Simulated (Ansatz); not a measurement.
# C2H5InO: how energies converge with the basis set

How large a basis does C2H5InO need? Two functionals are run in growing sets.

Computed with Ansatz 0.2.0, Gaussian basis. Level: one geometry, several basis sets.

The runs, in order: PBE0-D4/def2-SVP; ωB97M-V/def2-SVP; PBE0-D4/def2-QZVPP; ωB97M-V/def2-QZVPP; the functionals' def2-TZVPP values are taken from earlier runs.

## Step 1: The geometry

An earlier PBE0-D4 in a triple-zeta def2 set relaxation fixed the geometry. In takes the def2 core potential; no spin-orbit term is included.

SMILES `C=C[O][InH2]`, 9 atoms, charge 0, spin multiplicity 1.

Atoms are counted from 1 here; the program's logs count them from 0.

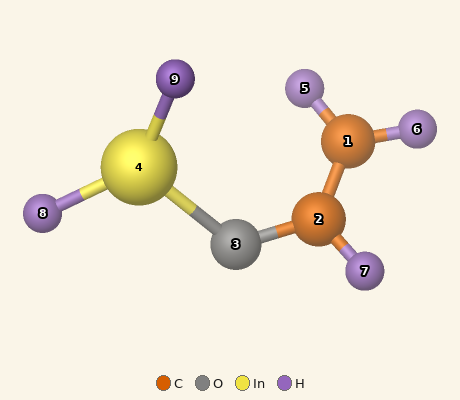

The geometry (carbon orange, oxygen grey, indium yellow, hydrogen purple); atoms are numbered from 1 in the order of the file.

## Step 2: PBE0-D4 in def2-SVP

Input file in.yaml:

```yaml
crystal:
  periodic: [false, false, false]
  atoms:
    - {symbol: C, position_ang: [0.030453, 1.324515, -0.761385]}
    - {symbol: C, position_ang: [0.987242, 0.553641, -0.242709]}
    - {symbol: O, position_ang: [0.905024, -0.740894, 0.059842]}
    - {symbol: In, position_ang: [-0.742794, -1.615884, 0.822812]}
    - {symbol: H, position_ang: [-0.955491, 0.937701, -1.001918]}
    - {symbol: H, position_ang: [0.226457, 2.367068, -0.971049]}
    - {symbol: H, position_ang: [1.974282, 0.978128, -0.046496]}
    - {symbol: H, position_ang: [-0.580238, -3.300842, 0.650432]}
    - {symbol: H, position_ang: [-1.844935, -0.503433, 1.490461]}
basis:
  gaussian: {orbitals: def2-SVP}
hamiltonian: {xc: pbe0, dispersion: d4}
output: {orbitals: {seedname: orbitals}}
```

Run with:

```sh
$ ansatz run in.yaml --threads 2 --pin off --events-out ev --progress --plain --max-ram 22528MiB --backend cpu
```

The log of the run:

```text
Functional definition: PBE0
  name "PBE0"
  cite "Adamo & Barone, J. Chem. Phys. 110, 6158 (1999) doi:10.1063/1.478522"
  cite "Perdew, Burke & Ernzerhof, Phys. Rev. Lett. 77, 3865 (1996) doi:10.1103/PhysRevLett.77.3865"
  parent pbe
  parameter a = 0.25
  parameter kappa = 0.804
  parameter beta = 0.06672455060314922
  exchange = (1 - a)*pbe_x(kappa = kappa, mu = beta*pi^2/3) + a*exact_x
  correlation = pbe_c(beta = beta)
1116 factors; their error is unknown
mean field evaluation 1: about -9361.0535 eV, gradient 5.0e1 eV
mean field evaluation 2: about -9336.3082 eV, gradient 1.1e2 eV
mean field evaluation 4: about -9366.7231 eV, gradient 1.0e1 eV
mean field evaluation 8: about -9366.9927 eV, gradient 1.3e-1 eV
mean field evaluation 16: about -9367.1068 eV, gradient 1.0e-4 eV
mean field -9367.10683527 eV, -344.2348269431 hartree, gradient 5.1e-5 eV, S^2 0.000000; 0 other end points of the search recorded, 0 dependent functions left out
reference -9367.10687027 eV, -344.2348282293 hartree; 23, 23 occupied and 70, 70 virtual orbitals, 1116 factors
Total energy: -9367.25055227 eV, -344.2401084455 hartree
```

Run time: 1.1 s. Hardware: 2 threads of AMD EPYC 7R13, shared host.

## Step 3: ωB97M-V in def2-SVP

Edit in.yaml of step 2 so:

```diff
@@ -14,3 +14,3 @@
   gaussian: {orbitals: def2-SVP}
-hamiltonian: {xc: pbe0, dispersion: d4}
+hamiltonian: {xc: {name: wB97M-V}}
 output: {orbitals: {seedname: orbitals}}
```

Launched as before.

The log of the run (excerpt; [...] marks lines left out):

```text
Functional definition: wB97M-V
  name "wB97M-V"
  cite "Mardirossian & Head-Gordon, J. Chem. Phys. 144, 214110 (2016) doi:10.1063/1.4952647"
  cite "Becke, J. Chem. Phys. 107, 8554 (1997) doi:10.1063/1.475007"
  cite "Vydrov & Van Voorhis, J. Chem. Phys. 133, 244103 (2010) doi:10.1063/1.3521275"
  # Of w^i u^j: cxij and so on, Table III.
[...]
  gx(w, u) = 1 - cx + cx01*u + cx10*w
  gss(w, u) = css00 + css04*u^4 + css10*w + css20*w^2 + css43*w^4*u^3
  gos(w, u) = cos00 + cos10*w + (cos20 + cos21*u)*w^2 + (cos60 + cos61*u)*w^6
[...]
      + integral(e_c_pw_mod_opposite_spin*gos(b97_w_opposite, b97_u_opposite)) + vv10(b, c)
1078 factors; their error is unknown
266 factors; integrals over basis functions are off by at most 9.3e-6 eV
[...]
mean field -9368.59376414 eV, -344.2894705711 hartree, gradient 6.6e-5 eV, S^2 0.000000; 0 other end points of the search recorded, 0 dependent functions left out
reference -9368.59382153 eV, -344.2894726802 hartree; 23, 23 occupied and 70, 70 virtual orbitals, 1078 factors
Total energy: -9368.59382153 eV, -344.2894726802 hartree
```

Run time: 3.7 s. Hardware: 2 threads of AMD EPYC 7R13, shared host.

## Step 4: PBE0-D4 in def2-QZVPP

Edit in.yaml of step 3 so:

```diff
@@ -13,4 +13,4 @@
 basis:
-  gaussian: {orbitals: def2-SVP}
-hamiltonian: {xc: {name: wB97M-V}}
+  gaussian: {orbitals: "def2-QZVPP.json"}
+hamiltonian: {xc: pbe0, dispersion: d4}
 output: {orbitals: {seedname: orbitals}}
```

Run with:

```sh
$ ansatz run in.yaml --threads 2 --pin off --events-out ev --progress --plain --max-ram 22528MiB --backend cuda --devices 0, --max-vram 18GiB
```

The log of the run:

```text
Functional definition: PBE0
  name "PBE0"
  cite "Adamo & Barone, J. Chem. Phys. 110, 6158 (1999) doi:10.1063/1.478522"
  cite "Perdew, Burke & Ernzerhof, Phys. Rev. Lett. 77, 3865 (1996) doi:10.1103/PhysRevLett.77.3865"
  parent pbe
  parameter a = 0.25
  parameter kappa = 0.804
  parameter beta = 0.06672455060314922
  exchange = (1 - a)*pbe_x(kappa = kappa, mu = beta*pi^2/3) + a*exact_x
  correlation = pbe_c(beta = beta)
1334 factors; their error is unknown
mean field evaluation 1: about -9364.0762 eV, gradient 6.3e1 eV
mean field evaluation 2: about -9325.5133 eV, gradient 1.3e2 eV
mean field evaluation 4: about -9372.0215 eV, gradient 1.3e1 eV
mean field evaluation 8: about -9372.4624 eV, gradient 1.3e-1 eV
mean field evaluation 16: about -9372.5113 eV, gradient 1.3e-4 eV
mean field -9372.51130929 eV, -344.4334377002 hartree, gradient 1.8e-5 eV, S^2 0.000000; 0 other end points of the search recorded, 0 dependent functions left out
reference -9372.51135168 eV, -344.4334392578 hartree; 23, 23 occupied and 380, 380 virtual orbitals, 1334 factors
Total energy: -9372.65503368 eV, -344.4387194740 hartree
```

Wall time 2.2 s (1 × H100 (card shared with other runs) with 2 threads of AMD EPYC 7R13, shared host); peak host memory 0.89 GiB.

## Step 5: ωB97M-V in def2-QZVPP

Edit in.yaml of step 4 so:

```diff
@@ -14,3 +14,3 @@
   gaussian: {orbitals: "def2-QZVPP.json"}
-hamiltonian: {xc: pbe0, dispersion: d4}
+hamiltonian: {xc: {name: wB97M-V}}
 output: {orbitals: {seedname: orbitals}}
```

The command is unchanged.

The log of the run (excerpt; [...] marks lines left out):

```text
Functional definition: wB97M-V
  name "wB97M-V"
  cite "Mardirossian & Head-Gordon, J. Chem. Phys. 144, 214110 (2016) doi:10.1063/1.4952647"
  cite "Becke, J. Chem. Phys. 107, 8554 (1997) doi:10.1063/1.475007"
  cite "Vydrov & Van Voorhis, J. Chem. Phys. 133, 244103 (2010) doi:10.1063/1.3521275"
  # Of w^i u^j: cxij and so on, Table III.
[...]
  gx(w, u) = 1 - cx + cx01*u + cx10*w
  gss(w, u) = css00 + css04*u^4 + css10*w + css20*w^2 + css43*w^4*u^3
  gos(w, u) = cos00 + cos10*w + (cos20 + cos21*u)*w^2 + (cos60 + cos61*u)*w^6
[...]
      + integral(e_c_pw_mod_opposite_spin*gos(b97_w_opposite, b97_u_opposite)) + vv10(b, c)
1294 factors; their error is unknown
344 factors; integrals over basis functions are off by at most 1.4e-5 eV
[...]
mean field -9374.21165485 eV, -344.4959242467 hartree, gradient 6.4e-5 eV, S^2 0.000000; 0 other end points of the search recorded, 0 dependent functions left out
reference -9374.21172271 eV, -344.4959267408 hartree; 23, 23 occupied and 380, 380 virtual orbitals, 1294 factors
Total energy: -9374.21172271 eV, -344.4959267408 hartree
```

Wall time 2.9 s (1 × H100 (card shared with other runs) with 2 threads of AMD EPYC 7R13, shared host); peak host memory 0.95 GiB.

## Step 6: Density functionals: the series

The def2-TZVPP values come from earlier runs at the same geometry.

| functional | basis | functions | energy (eV) | from the largest (eV) | HOMO (eV) | LUMO (eV) |
| --- | --- | --- | --- | --- | --- | --- |
| PBE0-D4 | def2-SVP | 93 | -9367.2506 | 5.404 | -6.16 | -1.74 |
| PBE0-D4 | def2-TZVPP | 213 | -9372.3622 | 0.293 | -6.27 | -1.81 |
| PBE0-D4 | def2-QZVPP | 403 | -9372.6550 | 0.000 | -6.30 | -1.82 |
| ωB97M-V | def2-SVP | 93 | -9368.5938 | 5.618 | -8.36 | -0.15 |
| ωB97M-V | def2-TZVPP | 213 | -9373.9288 | 0.283 | -8.49 | -0.34 |
| ωB97M-V | def2-QZVPP | 403 | -9374.2117 | 0.000 | -8.52 | -0.38 |

## Step 7: What came out

| quantity | value |
| --- | --- |
| PBE0-D4: double and triple zeta above quadruple | 5.40, 0.29 eV |
| ωB97M-V: double and triple zeta above quadruple | 5.62, 0.28 eV |

What this shows: For PBE0-D4 the step from double to triple zeta gains 5.11 eV and the next only 0.29 eV. These are total energies; as a rule much of such shifts cancels in differences, which this series doesn't test.
